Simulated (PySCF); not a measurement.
**[CeH3(NH3)]+: other functionals and bases at one geometry**

Aim: see how levels, charges and forces of [CeH3(NH3)]+ depend on the level of theory. The species was built from a template and needn't be a known compound.

The runs use PySCF 2.14.0; several levels, as the steps say, no spin–orbit coupling.

1 further run of the same task is left out (for a known fault of the program).

## 1. The starting structure

8 atoms, charge 1, spin multiplicity 1.

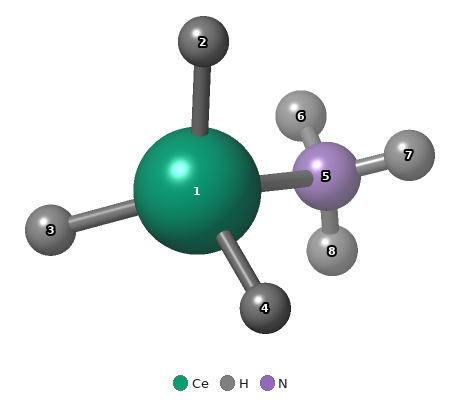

The geometry (cerium teal, hydrogen grey, nitrogen purple); atoms are numbered from 1 in the order of the file.

As a file:

```xyz
8
charge 1, multiplicity 1
Ce    0.22700   -0.22700    0.22700
H     1.26165    1.01685    1.26165
H    -1.01685   -1.26165    1.26165
H     1.26165   -1.26165   -1.01685
N    -1.24362    1.24362   -1.24362
H    -1.86729    1.86729   -0.71767
H    -0.71767    1.86729   -1.86729
H    -1.86729    0.71767   -1.86729
```

Formal oxidation states: Ce +4. An earlier session relaxed this geometry at PBE0, Ce def2-SVP with ECP28, H def2-SVP, N def2-SVP (singlet, point group C3v).

At PBE0 on the finer grid: E = -532.915765 Eh, HOMO -12.46 eV, LUMO -8.47 eV, Mulliken charge on Ce1 +1.19 e, largest force component 0.011 eV/Å. 

Levels to run: HF; B3LYP; PBE0, TZVP. Hardware: 2 threads of AMD EPYC 7R43 (Zen 3), shared host.

## 2. HF

run.py (the lines that set the calculation) reads:

```python
mol = gto.M(atom='''
Ce     0.22700    -0.22700     0.22700
H      1.26165     1.01685     1.26165
H     -1.01685    -1.26165     1.26165
H      1.26165    -1.26165    -1.01685
N     -1.24362     1.24362    -1.24362
H     -1.86729     1.86729    -0.71767
H     -0.71767     1.86729    -1.86729
H     -1.86729     0.71767    -1.86729''',
    basis={'Ce': 'def2-SVP', 'H': 'def2-SVP', 'N': 'def2-SVP'},
    ecp={'Ce': 'def2-SVP'},
    charge=1, spin=0)
mf = scf.RHF(mol)
mf = mf.density_fit()  # fitting sets: Ce def2-universal-JKFIT, H def2-universal-JKFIT, N def2-universal-JKFIT
mf.conv_tol = 1e-08; mf.max_cycle = 55
mf.kernel(dm0)  # dm0: the density of the relaxed state
```

On the command line:

```
> OMP_NUM_THREADS=2 python run.py
```

Standard output:

```text
init E= -531.101941884362
  HOMO = -0.544100123311387  LUMO = -0.0971418754811973  gap/eV = 12.16235
cycle= 1 E= -531.15122797483  delta_E= -0.0493  |g|= 0.369  |ddm|= 0.544
  HOMO = -0.589558436893152  LUMO = -0.149738273178618  gap/eV = 11.96812
cycle= 2 E= -531.165034347306  delta_E= -0.0138  |g|= 0.187  |ddm|= 0.634
  HOMO = -0.573187901250117  LUMO = -0.11130727824665  gap/eV = 12.56841
cycle= 3 E= -531.171534000657  delta_E= -0.0065  |g|= 0.0596  |ddm|= 0.179
  HOMO = -0.57699108602694  LUMO = -0.116142647123072  gap/eV = 12.54032
cycle= 4 E= -531.173265148614  delta_E= -0.00173  |g|= 0.0141  |ddm|= 0.148
  HOMO = -0.577903207032358  LUMO = -0.118305300897568  gap/eV = 12.50630
cycle= 5 E= -531.173428518215  delta_E= -0.000163  |g|= 0.00547  |ddm|= 0.0416
  HOMO = -0.577813337955315  LUMO = -0.118636070526478  gap/eV = 12.49485
cycle= 6 E= -531.173449375184  delta_E= -2.09e-05  |g|= 0.00165  |ddm|= 0.0124
  HOMO = -0.577665759795062  LUMO = -0.118412582456865  gap/eV = 12.49692
cycle= 7 E= -531.173451982532  delta_E= -2.61e-06  |g|= 0.000648  |ddm|= 0.00352
  HOMO = -0.577659222157906  LUMO = -0.118411989284077  gap/eV = 12.49675
cycle= 8 E= -531.173452448745  delta_E= -4.66e-07  |g|= 0.000308  |ddm|= 0.00153
  HOMO = -0.577660800104507  LUMO = -0.118415734692018  gap/eV = 12.49669
cycle= 9 E= -531.173452579168  delta_E= -1.3e-07  |g|= 0.000126  |ddm|= 0.000954
  HOMO = -0.577644108446385  LUMO = -0.118397376048026  gap/eV = 12.49674
cycle= 10 E= -531.173452601122  delta_E= -2.2e-08  |g|= 3.06e-05  |ddm|= 0.00048
  HOMO = -0.577647046313073  LUMO = -0.11840245695816  gap/eV = 12.49668
cycle= 11 E= -531.173452601976  delta_E= -8.54e-10  |g|= 6.28e-06  |ddm|= 9.18e-05
  HOMO = -0.577646172171192  LUMO = -0.118401357048117  gap/eV = 12.49669
Extra cycle  E= -531.173452601995  delta_E= -1.85e-11  |g|= 3.38e-06  |ddm|= 1.09e-05
converged SCF energy = -531.173452601995
```

Wall time 4.4 s (2 threads of AMD EPYC 7R43 (Zen 3), shared host).

Result: E = -531.173453 Eh, HOMO -15.72 eV, LUMO -3.22 eV, Mulliken charge on Ce1 +1.49 e, largest force component 0.495 eV/Å. 

## 3. B3LYP

run.py (the lines that set the calculation), as its differences from that of step 2:

```diff
@@ -12,3 +12,4 @@
     charge=1, spin=0)
-mf = scf.RHF(mol)
+mf = dft.RKS(mol, xc='B3LYP')
+mf.grids.atom_grid = (75, 302)  # f atoms: unpruned, at least (60, 302)
 mf = mf.density_fit()  # fitting sets: Ce def2-universal-JKFIT, H def2-universal-JKFIT, N def2-universal-JKFIT
```

On the command line:

```
> OMP_NUM_THREADS=2 python run.py
```

Standard output:

```text
init E= -533.119507533923
  HOMO = -0.450737385410108  LUMO = -0.332512261044194  gap/eV = 3.21707
cycle= 1 E= -533.11948112561  delta_E= 2.64e-05  |g|= 0.109  |ddm|= 0.203
  HOMO = -0.443787443576441  LUMO = -0.293800507861986  gap/eV = 4.08135
cycle= 2 E= -533.101343982641  delta_E= 0.0181  |g|= 0.353  |ddm|= 0.286
  HOMO = -0.45133455065402  LUMO = -0.330122201131085  gap/eV = 3.29836
cycle= 3 E= -533.120423361906  delta_E= -0.0191  |g|= 0.0508  |ddm|= 0.26
  HOMO = -0.4505060035045  LUMO = -0.326930053326013  gap/eV = 3.36267
cycle= 4 E= -533.120874506207  delta_E= -0.000451  |g|= 0.0128  |ddm|= 0.0265
  HOMO = -0.450178394416761  LUMO = -0.325544583822937  gap/eV = 3.39146
cycle= 5 E= -533.120904747929  delta_E= -3.02e-05  |g|= 0.00227  |ddm|= 0.0103
  HOMO = -0.450222190755266  LUMO = -0.325662925881088  gap/eV = 3.38943
cycle= 6 E= -533.120905909701  delta_E= -1.16e-06  |g|= 0.00051  |ddm|= 0.00193
  HOMO = -0.450238882434123  LUMO = -0.325683052732701  gap/eV = 3.38934
cycle= 7 E= -533.120905948538  delta_E= -3.88e-08  |g|= 0.00029  |ddm|= 0.000407
  HOMO = -0.450247763584935  LUMO = -0.325668656215593  gap/eV = 3.38997
cycle= 8 E= -533.120905983714  delta_E= -3.52e-08  |g|= 8.47e-05  |ddm|= 0.000736
  HOMO = -0.450248667136275  LUMO = -0.325674791468121  gap/eV = 3.38983
cycle= 9 E= -533.120905985883  delta_E= -2.17e-09  |g|= 3.23e-05  |ddm|= 0.000158
  HOMO = -0.450252110741527  LUMO = -0.325688949348411  gap/eV = 3.38954
Extra cycle  E= -533.120905983092  delta_E= 2.79e-09  |g|= 0.000138  |ddm|= 0.000104
converged SCF energy = -533.120905983092
```

Wall time 8.7 s (2 threads of AMD EPYC 7R43 (Zen 3), shared host).

Result: E = -533.120906 Eh, HOMO -12.25 eV, LUMO -8.86 eV, Mulliken charge on Ce1 +1.22 e, largest force component 0.131 eV/Å. 

## 4. PBE0, TZVP

Basis: Ce def2-TZVP with ECP28, H def2-TZVP, N def2-TZVP. 

run.py (the lines that set the calculation), as its differences from that of step 3:

```diff
@@ -9,6 +9,6 @@
 H     -1.86729     0.71767    -1.86729''',
-    basis={'Ce': 'def2-SVP', 'H': 'def2-SVP', 'N': 'def2-SVP'},
-    ecp={'Ce': 'def2-SVP'},
+    basis={'Ce': 'def2-TZVP', 'H': 'def2-TZVP', 'N': 'def2-TZVP'},
+    ecp={'Ce': 'def2-TZVP'},
     charge=1, spin=0)
-mf = dft.RKS(mol, xc='B3LYP')
+mf = dft.RKS(mol, xc='PBE0')
 mf.grids.atom_grid = (75, 302)  # f atoms: unpruned, at least (60, 302)
@@ -16,2 +16,2 @@
 mf.conv_tol = 1e-08; mf.max_cycle = 55
-mf.kernel(dm0)  # dm0: the density of the relaxed state
+mf.kernel(dm0)  # dm0: free metal ions and neutral atoms
```

On the command line:

```
> OMP_NUM_THREADS=2 python run.py
```

Standard output:

```text
init E= -534.794532883187
  HOMO = -0.369507721196298  LUMO = -0.329661887849068  gap/eV = 1.08426
cycle= 1 E= -532.095318025033  delta_E=  2.7  |g|= 1.89  |ddm|= 2.41
  HOMO = -0.547528438828378  LUMO = -0.542721239952567  gap/eV = 0.13081
cycle= 2 E= -523.438368940681  delta_E= 8.66  |g|= 8.12  |ddm|= 3.37
cycle= 3 E= -530.758378124129  delta_E= -7.32  |g|= 2.41  |ddm|= 4.35
  HOMO = -0.467594364443583  LUMO = -0.402436658111228  gap/eV = 1.77303
cycle= 4 E= -532.949613364957  delta_E= -2.19  |g|= 0.39  |ddm|= 3.82
  HOMO = -0.434398798545471  LUMO = -0.31089455289937  gap/eV = 3.36072
cycle= 5 E= -532.977900546917  delta_E= -0.0283  |g|= 0.242  |ddm|= 0.484
  HOMO = -0.451859907852893  LUMO = -0.314548567105362  gap/eV = 3.73643
cycle= 6 E= -532.987776525503  delta_E= -0.00988  |g|= 0.0634  |ddm|= 0.156
  HOMO = -0.458599207095107  LUMO = -0.315304878895335  gap/eV = 3.89924
cycle= 7 E= -532.98806486603  delta_E= -0.000288  |g|= 0.0304  |ddm|= 0.0371
  HOMO = -0.458703793857703  LUMO = -0.311405988119189  gap/eV = 4.00818
cycle= 8 E= -532.988248940551  delta_E= -0.000184  |g|= 0.00868  |ddm|= 0.0266
  HOMO = -0.457399357407905  LUMO = -0.311346366644385  gap/eV = 3.97430
cycle= 9 E= -532.988272730342  delta_E= -2.38e-05  |g|= 0.00254  |ddm|= 0.0102
  HOMO = -0.45776690457911  LUMO = -0.311123018617935  gap/eV = 3.99038
cycle= 10 E= -532.988276283781  delta_E= -3.55e-06  |g|= 0.00174  |ddm|= 0.00494
  HOMO = -0.457913339763767  LUMO = -0.311293030328608  gap/eV = 3.98974
cycle= 11 E= -532.988277478168  delta_E= -1.19e-06  |g|= 0.000552  |ddm|= 0.00271
  HOMO = -0.457969596194827  LUMO = -0.311338748513468  gap/eV = 3.99003
cycle= 12 E= -532.988277642191  delta_E= -1.64e-07  |g|= 0.000222  |ddm|= 0.00114
  HOMO = -0.457966846263455  LUMO = -0.311333172666958  gap/eV = 3.99011
cycle= 13 E= -532.988277656566  delta_E= -1.44e-08  |g|= 6.64e-05  |ddm|= 0.000251
  HOMO = -0.457965661566355  LUMO = -0.311328201826319  gap/eV = 3.99021
cycle= 14 E= -532.988277660525  delta_E= -3.96e-09  |g|= 2.68e-05  |ddm|= 0.000155
  HOMO = -0.457965611520974  LUMO = -0.311318813245567  gap/eV = 3.99046
Extra cycle  E= -532.988277660225  delta_E= 3e-10  |g|= 8.13e-05  |ddm|= 7.71e-05
converged SCF energy = -532.988277660225
```

It took 19 s on 2 threads of AMD EPYC 7R43 (Zen 3), shared host.

It gives: E = -532.988278 Eh, HOMO -12.46 eV, LUMO -8.47 eV, Mulliken charge on Ce1 +1.04 e, largest force component 0.251 eV/Å. 

## 5. All levels side by side

| level | state | HOMO (eV) | gap (eV) | charge on Ce1 (e) | dipole (D) | largest force (eV/Å) | basis functions | time |
| --- | --- | --- | --- | --- | --- | --- | --- | --- |
| PBE0 (relaxed here) | singlet | -12.46 | 3.98 | 1.19 | 5.55 | 0.01 | 122 | 25 s |
| HF | singlet | -15.72 | 12.50 | 1.49 | 6.02 | 0.50 | 122 | 4.4 s |
| B3LYP | singlet | -12.25 | 3.39 | 1.22 | 5.54 | 0.13 | 122 | 8.7 s |
| PBE0, TZVP | singlet | -12.46 | 3.99 | 1.04 | 5.45 | 0.25 | 160 | 19 s |

Times are on 2 threads of AMD EPYC 7R43 (Zen 3), shared host; the first row also made further properties. The dipole of a charged species depends on the origin, so these sizes hold for this origin alone.

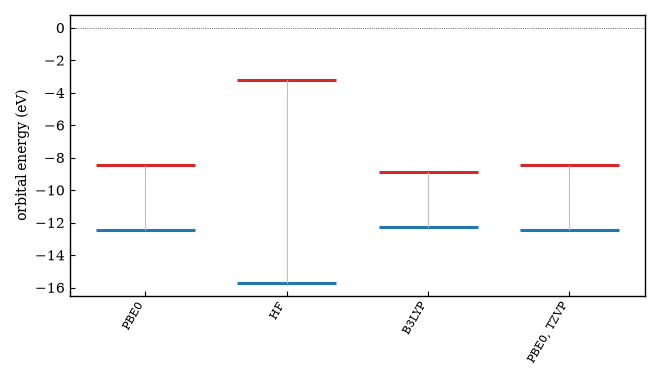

Highest filled and lowest empty level, method by method.

In one basis the HOMO–LUMO gap runs from 3.39 eV (B3LYP) to 12.50 eV (HF). The largest leftover force, 0.50 eV/Å with HF, stands at a geometry relaxed at another level. The Mulliken charge on Ce spans +1.04 to +1.49 e over the levels. Total energies of different levels can't be compared. Spin–orbit coupling is left out throughout.
